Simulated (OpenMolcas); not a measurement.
# CH3ClFIn (SMILES [CH3][In]([F])[Cl]): a chain of runs, part 3 of 3

OpenMolcas 26.06. The steps go on from the part before.

## Step 6: An energy scan at MC-PDFT[tPBE](2,2)/ANO-R1 (sfX2C, RICD fitting) (run 5)

The input, step5.input:

```
* CH3ClFIn MC-PDFT
>>> COPY $CurrDir/step2.RasOrb $Project.RasOrb
>>> ForEach K in (1, 2, 3, 4, 5, 6, 7, 8, 9)

&GATEWAY
  Coord=$CurrDir/point$K.xyz
  Basis=ANO-R1
  Group=NoSym
  RICD

&SEWARD

&RASSCF
  FileOrb=$Project.RasOrb
  Spin=1
  Nactel=2 0 0
  Inactive=41
  Ras2=2
  OrbListing=Nothing

&MCPDFT
  KSDFT=T:PBE
>>> EndDo
```

On the command line:

```console
$ export MOLCAS_MEM=1860
$ pymolcas step5.input > step5.log
```

Output:

```text
--- Start Module: gateway ---

                                              &GATEWAY

                       available to each process: 1.9 GB of memory, 1 thread

++    Symmetry information:
      ---------------------

                    Character Table for C1

                             E
                    a        1  x, y, xy, Rz, z, xz, Ry, yz, Rx, I
--

++    Basis set information:
      ----------------------

      Basis set label: C.ANO-R...3S2P1D.

      Electronic valence basis set:
      ------------------
      Associated Effective Charge   6.000000 au
      Associated Actual Charge      6.000000 au
      Nuclear Model: Finite nucleus - Gaussian distribution
        Gaussian exponent, Xi/bohr**(-2):  6.80775E+08

      Shell  nPrim  nBasis  Cartesian Spherical Contaminant
         s      12       3        X
         p       7       2        X
         d       3       1                 X

      Basis set label: IN.ANO-R...6S5P3D1F.

      Electronic valence basis set:
      ------------------
      Associated Effective Charge  49.000000 au
      Associated Actual Charge     49.000000 au
      Nuclear Model: Finite nucleus - Gaussian distribution
        Gaussian exponent, Xi/bohr**(-2):  1.95486E+08

      Shell  nPrim  nBasis  Cartesian Spherical Contaminant
         s      23       6        X
         p      18       5        X
         d      12       3                 X
         f       6       1                 X

      Basis set label: F.ANO-R...3S2P1D.

      Electronic valence basis set:
      ------------------
      Associated Effective Charge   9.000000 au
      Associated Actual Charge      9.000000 au
      Nuclear Model: Finite nucleus - Gaussian distribution
        Gaussian exponent, Xi/bohr**(-2):  5.35469E+08

      Shell  nPrim  nBasis  Cartesian Spherical Contaminant
         s      13       3        X
         p       8       2        X
         d       4       1                 X

      Basis set label: CL.ANO-R...4S3P1D.

      Electronic valence basis set:
      ------------------
      Associated Effective Charge  17.000000 au
      Associated Actual Charge     17.000000 au
      Nuclear Model: Finite nucleus - Gaussian distribution
        Gaussian exponent, Xi/bohr**(-2):  3.84638E+08

      Shell  nPrim  nBasis  Cartesian Spherical Contaminant
         s      17       4        X
         p      11       3        X
         d       7       1                 X

      Basis set label: H.ANO-R...2S1P.

      Electronic valence basis set:
      ------------------
      Associated Effective Charge   1.000000 au
      Associated Actual Charge      1.000000 au
      Nuclear Model: Finite nucleus - Gaussian distribution
        Gaussian exponent, Xi/bohr**(-2):  2.12482E+09

      Shell  nPrim  nBasis  Cartesian Spherical Contaminant
         s       7       2        X
         p       4       1        X
--

++    Molecular structure info:
      -------------------------

                    ************************************************
                    **** Cartesian Coordinates / bohr, angstrom ****
                    ************************************************

     Center  Label                x              y              z                     x              y              z
        1      C1              -0.875397       1.877810       0.675139             -0.463240       0.993694       0.357268
        2      IN2              0.601991      -1.518973      -0.858563              0.318560      -0.803806      -0.454332
        3      F3               4.220817      -2.046963      -1.267122              2.233560      -1.083206      -0.670532
        4      CL4             -1.513368      -5.076572      -2.278125             -0.800840      -2.686406      -1.205532
        5      H5              -2.103076       2.594594      -0.511738             -1.112900       1.373000      -0.270800
        6      H6              -1.821205       1.451298       2.453749             -0.963740       0.767994       1.298468
        7      H7               0.668698       3.198728       0.992424              0.353860       1.692694       0.525168

                    ***************************************
                    *    InterNuclear Distances / bohr    *
                    ***************************************

               1 C1            2 IN2           3 F3            4 CL4           5 H5            6 H6
    1 C1       0.000000
    2 IN2      4.009121        0.000000
    3 F3       6.719197        3.679890        0.000000
    4 CL4      7.582361        4.375661        6.563653        0.000000
    5 H5       1.851932        4.935495        7.880753        7.893964        0.000000
    6 H6       2.059106        5.066143        7.911304        8.068363        3.190719        0.000000
    7 H7       2.056630        5.068265        6.726096        9.161795        3.210952        3.374700

               7 H7
    7 H7       0.000000

                    *******************************************
                    *    InterNuclear Distances / angstrom    *
                    *******************************************

[... 161 lines left out ...]
      Convergence after 10 iterations
[... 12 lines left out ...]
      conf/sym  11     Coeff  Weight
[... 14 lines left out ...]
      RASSCF energy for state  1                  -6478.51668778
[... 42 lines left out ...]
      Dipole Moment (debye):
[... 132 lines left out ...]
      Wave function energy weight                0.00
[... 279 lines left out ...]
      Nuclear repulsion energy =  476.68237688
[... 90 lines left out ...]
      printout of CI-coefficients larger than  0.05 for root  1
[... 9 lines left out ...]
      *                                                    Final results                                                     *
[... 19 lines left out ...]
::    RASSCF root number  1 Total energy:  -6478.52829310
[... 106 lines left out ...]
      Spin density orbitals for root   1 are written to the SPDORB.1 file
[... 117 lines left out ...]
      Total MCPDFT energy for state   1                                 -6481.80805141
[... 297 lines left out ...]
      Convergence after 10 iterations
[... 12 lines left out ...]
      conf/sym  11     Coeff  Weight
[... 14 lines left out ...]
      RASSCF energy for state  1                  -6478.52404946
[... 42 lines left out ...]
      Dipole Moment (debye):
[... 132 lines left out ...]
      Wave function energy weight                0.00
[... 279 lines left out ...]
      Nuclear repulsion energy =  475.29975334
[... 90 lines left out ...]
      printout of CI-coefficients larger than  0.05 for root  1
[... 9 lines left out ...]
      *                                                    Final results                                                     *
[... 19 lines left out ...]
::    RASSCF root number  1 Total energy:  -6478.50366639
[... 106 lines left out ...]
      Spin density orbitals for root   1 are written to the SPDORB.1 file
[... 117 lines left out ...]
      Total MCPDFT energy for state   1                                 -6481.78158781
[... 297 lines left out ...]
      Convergence after 11 iterations
[... 12 lines left out ...]
      conf/sym  11     Coeff  Weight
[... 14 lines left out ...]
      RASSCF energy for state  1                  -6478.46914977
[... 42 lines left out ...]
      Dipole Moment (debye):
[... 132 lines left out ...]
      Wave function energy weight                0.00
[... 277 lines left out ...]
      Nuclear repulsion energy =  473.38487762
[... 90 lines left out ...]
      printout of CI-coefficients larger than  0.05 for root  1
[... 9 lines left out ...]
      *                                                    Final results                                                     *
[... 19 lines left out ...]
::    RASSCF root number  1 Total energy:  -6478.42965165
[... 106 lines left out ...]
      Spin density orbitals for root   1 are written to the SPDORB.1 file
[... 117 lines left out ...]
      Total MCPDFT energy for state   1                                 -6481.70049248
[... 295 lines left out ...]
      Convergence after 12 iterations
[... 12 lines left out ...]
      conf/sym  11     Coeff  Weight
[... 14 lines left out ...]
      RASSCF energy for state  1                  -6478.39621145
[... 42 lines left out ...]
      Dipole Moment (debye):
[... 130 lines left out ...]
      Wave function energy weight                0.00
[... 277 lines left out ...]
      Nuclear repulsion energy =  471.21646555
[... 90 lines left out ...]
      printout of CI-coefficients larger than  0.05 for root  1
[... 9 lines left out ...]
      *                                                    Final results                                                     *
[... 19 lines left out ...]
::    RASSCF root number  1 Total energy:  -6478.37335317
[... 104 lines left out ...]
      Spin density orbitals for root   1 are written to the SPDORB.1 file
[... 117 lines left out ...]
      Total MCPDFT energy for state   1                                 -6481.63128583
[... 295 lines left out ...]
      Convergence after 10 iterations
[... 12 lines left out ...]
      conf/sym  11     Coeff  Weight
[... 14 lines left out ...]
      RASSCF energy for state  1                  -6478.36330369
[... 42 lines left out ...]
      Dipole Moment (debye):
[... 47 lines left out ...]
      NBO located      1.000 non-bonded electrons on atom IN2
      NBO located      1.000 non-bonded electrons on atom IN2
      NBO located      1.000 non-bonded electrons on atom IN2
      NBO located      1.000 non-bonded electrons on atom IN2
      NBO located      1.000 non-bonded electrons on atom IN2
      NBO located      1.000 non-bonded electrons on atom IN2
      NBO located      1.000 non-bonded electrons on atom IN2
      NBO located      1.000 non-bonded electrons on atom IN2
      NBO located      1.000 non-bonded electrons on atom IN2
      NBO located      1.000 non-bonded electrons on atom IN2
      NBO located      1.000 non-bonded electrons on atom IN2
      NBO located      1.000 non-bonded electrons on atom IN2
      NBO located      1.000 non-bonded electrons on atom IN2
      NBO located      1.000 non-bonded electrons on atom IN2
      NBO located      1.000 non-bonded electrons on atom F3
      NBO located      0.999 non-bonded electrons on atom CL4
      NBO located      1.000 non-bonded electrons on atom CL4
      NBO located      1.000 non-bonded electrons on atom CL4
      NBO located      1.000 non-bonded electrons on atom CL4
      NBO located      1.000 non-bonded electrons on atom CL4
      The remaining   13.396 electrons are to be considered as diffuse
--

--

      Average orbitals are written to the RASORB file
      Natural orbitals for root   1 are written to the RASORB.1 file
      Spin density orbitals for root   1 are written to the SPDORB.1 file

--- Stop Module: rasscf /rc=_RC_ALL_IS_WELL_ ---
--- Module rasscf spent 3 seconds ---

--- Start Module: mcpdft ---

                                              &MCPDFT

                       available to each process: 1.9 GB of memory, 1 thread

 ###############################################################################
 ###    WARNING: Deprecation warning: KSDF should be replaced                ###
 ###    with FUNC keyword                                                    ###
 ###############################################################################

++    Wave function specifications:
      -----------------------------

      Number of closed shell electrons          82
      Number of electrons in active shells       2
      Max number of holes in RAS1 space          0
      Max nr of electrons in RAS3 space          0
      Number of inactive orbitals               41
      Number of active orbitals                  2
      Number of secondary orbitals              61
      Spin quantum number                      0.0
      State symmetry                             1
      Number of CSFs                             3
      Number of RASSCF root(s) available         1
--

++    Orbital specifications:
      -----------------------

      Symmetry species                           1
                                                 a
      Frozen orbitals                            0
      Inactive orbitals                         41
      Active orbitals                            2
      RAS1 orbitals                              0
      RAS2 orbitals                              2
      RAS3 orbitals                              0
      Secondary orbitals                        61
      Deleted orbitals                           0
      Number of basis functions                104
--

++    MCPDFT specifications:
      ----------------------

      Cholesky decomposition                     On
      Type of calculation                        MC-PDFT
      On-Top Functional                          T:PBE
      Exchange scaling factor                    1.00
      Correlation scaling factor                 1.00
      Wave function energy weight                0.00
--

      Numerical integration parameters
      --------------------------------
      Radial quadrature type:                         MHL
      Size of radial grid:                            75
      Lebedev angular grid:                           29
      Angular grid pruned with the crowding factor:  3.00E+00
                                 and fading factor:  6.00E+00
      Screening threshold for integral computation:   1.00E-11
      Radial quadrature accuracy:                     1.00E-25
      Maximum batch size:                             128
      AO values are stored on disk

++    DFT functional specifications:
      ------------------------------
      Using Libxc version: 6.2.2
      Please cite the following reference:
      S. Lehtola, C. Steigemann, M. J.T. Oliveira, and M. A.L. Marques.,  SoftwareX 7, 1–5 (2018) doi:10.1016/j.softx.2017.11.002

      * Perdew, Burke & Ernzerhof
        - J. P. Perdew, K. Burke, and M. Ernzerhof.,  Phys. Rev. Lett. 77, 3865 (1996) doi:10.1103/PhysRevLett.77.3865
        - J. P. Perdew, K. Burke, and M. Ernzerhof.,  Phys. Rev. Lett. 78, 1396 (1997) doi:10.1103/PhysRevLett.78.1396
      * Perdew, Burke & Ernzerhof
        - J. P. Perdew, K. Burke, and M. Ernzerhof.,  Phys. Rev. Lett. 77, 3865 (1996) doi:10.1103/PhysRevLett.77.3865
        - J. P. Perdew, K. Burke, and M. Ernzerhof.,  Phys. Rev. Lett. 78, 1396 (1997) doi:10.1103/PhysRevLett.78.1396
--
   File JOBOLD not found -- use JOBIPH.
      The MO-coefficients are taken from the file:
      JOBIPH
 Reference MC-SCF energies taken from JOBIPH

++    MC-PDFT RESULTS, STATE 0001
      ---------------------------

      MCSCF reference energy                                            -6478.36330369

      Integrated total density:                                                 84.000
      Integrated alpha density before functional transformation:                42.000
      Integrated  beta density before functional transformation:                42.000
      Integrated alpha density  after functional transformation:                42.958
      Integrated  beta density  after functional transformation:                41.042
      Integrated alpha tau     before functional transformation:                 0.000
      Integrated  beta tau     before functional transformation:                 0.000
      Integrated alpha tau      after functional transformation:                 0.000
      Integrated  beta tau      after functional transformation:                 0.000
      NOTE:
      Densities after transformation are intermediate quantities
      and should not be interpreted as real spin densities

      Exchange energy scaling factor                                          1.000000
      Correlation energy scaling factor                                       1.000000

      Integrated alpha exchange energy                                     -101.524561
      Integrated beta  exchange energy                                     -100.786479
      Integrated  correlation   energy                                       -3.842428

      Nuclear Repulsion energy                                            469.83287441
      CASSCF contribution energy                                        -6275.46471343
      On-top energy                                                      -206.15346789

      Total MCPDFT energy for state   1                                 -6481.61818132
--

::    MCPDFT root number  1 Total energy:  -6481.61818132

--- Stop Module: mcpdft /rc=_RC_ALL_IS_WELL_ ---
--- Module mcpdft spent 1 second ---

>>> END FOREACH

.##################.
.# Happy landing! #.
.##################.

    Timing: Wall=129.42 User=119.84 System=9.33
```

Wall time 2.2 min (1 thread of Intel Xeon 6975P-C (Granite Rapids), shared host); peak memory 0.28 GiB.

The scan, from its lowest point:

```
H5–C1 (Å)  energy (kJ/mol)
    0.980             28.8
    1.089              0.0
    1.198             12.8
    1.362             69.5
    1.579            166.7
    1.852            282.4
    2.179            386.9
    2.614            464.1
    3.268            498.5
```

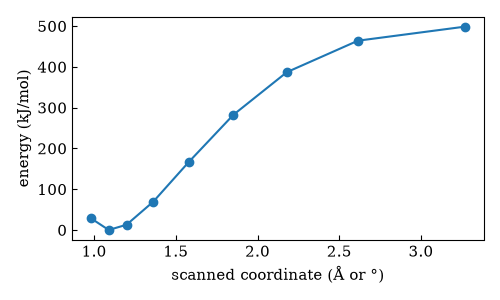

Energy along the scan.

## Step 7: Results

This closing draws on all 3 parts.

```
                                                   quantity           value
                             run 1, HF/ANO-R0: total energy  -6478.02639 Eh
                            run 1, HF/ANO-R0: dipole moment          1.79 D
                              run 1, HF/ANO-R0: HOMO energy       -10.73 eV
                              run 1, HF/ANO-R0: LUMO energy         1.43 eV
                            run 1, HF/ANO-R0: HOMO–LUMO gap        12.16 eV
                    run 2, CASSCF(2,2)/ANO-R1: total energy  -6478.52830 Eh
  run 2, CASSCF(2,2)/ANO-R1: dipole moment (CASSCF density)          4.29 D
       run 3, CASPT2(2,2)/ANO-R1: lowest energy of the scan  -6479.38193 Eh
    run 4, SC-NEVPT2(2,2)/ANO-R1: lowest energy of the scan  -6479.37921 Eh
run 5, MC-PDFT[tPBE](2,2)/ANO-R1: lowest energy of the scan  -6481.80805 Eh
```

**Reading.** Mulliken charges (run 1, HF/ANO-R0) run from -1.07 on C1 to +1.06 on In2; they depend strongly on the basis.
